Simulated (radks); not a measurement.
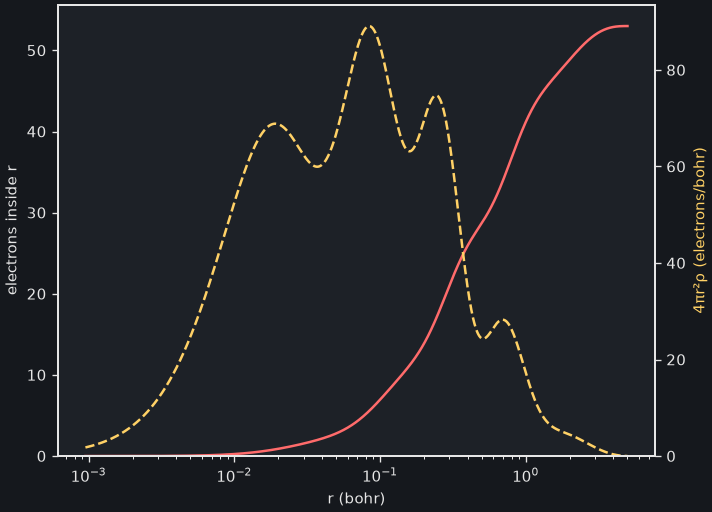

The neutral iodine atom in the configuration [Kr] 4d10 5s2 5p5 (high spin). It sits in a hard spherical wall of radius 5 bohr. Theory: scalar-relativistic Kohn-Sham, LDA (Slater exchange, Perdew-Wang correlation), spin-polarised, spherical densities, finite nucleus (computed with the in-house radial solver radks).

The plot shows the number of electrons inside radius r (solid) and the radial density 4πr²ρ (dashed).

### Describe it and give its main numbers.

The count levels off at 53 electrons. Half of them lie within 0.417 bohr, 90 % within 1.76 bohr and 99 % within 3.38 bohr. The radial density has minima at 0.0371, 0.159 and 0.511 bohr, where the count stands at 2.0, 11.1 and 29.0; these part the shells that the density resolves.
